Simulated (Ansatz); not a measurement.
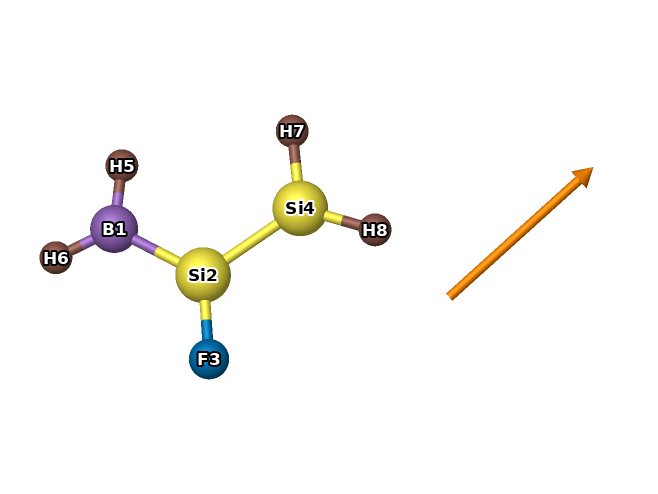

The arrow beside the molecule shows the direction of the dipole moment, from the negative to the positive end (its length means nothing). Computed geometry: PBE0-D4/def2-TZVP optimisation. No frequency run is at hand to confirm it as a minimum. Method: RKS PBE0-D4/def2-TZVP (Ansatz 0.2.0).

> Estimate the dipole moment.

1.56 D; it points from the side of H6 to the side of H7, H8 (the outermost atoms at the two ends).
